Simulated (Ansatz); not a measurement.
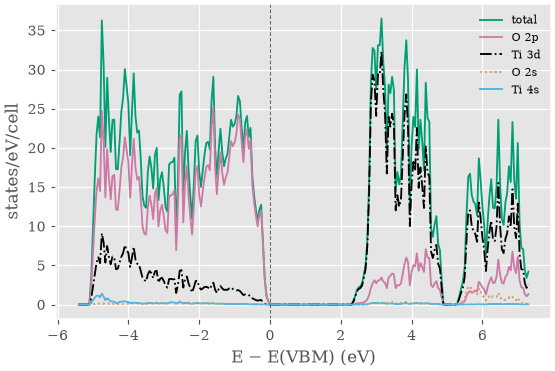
*Total and projected density of states of TiO2 in space group Pbca (No. 61; Ti on 8c, O on 8c, O on 8c), LDA (plane waves, PAW; program Ansatz)*

Problem. Which orbitals carry the states next to the gap?

Solution. Top 1 eV of the valence band: O 2p 92 %, Ti 3d 6 %. Bottom 1 eV of the conduction band: Ti 3d 89 %, O 2p 9 %. Projections are on Löwdin-orthogonalised atomic valence shells; empty p or d shells of many metals are not among them.

Problem. Where is the tallest occupied peak in this window, and what makes it?

Solution. Near -4.8 eV, about 36 states/eV per cell; the largest projected share is O 2p.

The cell was relaxed with LDA under the symmetry of its start; phonons on a q-mesh show no instability. No spin polarisation was allowed.

Potentials: the later of the program's two PAW sets.
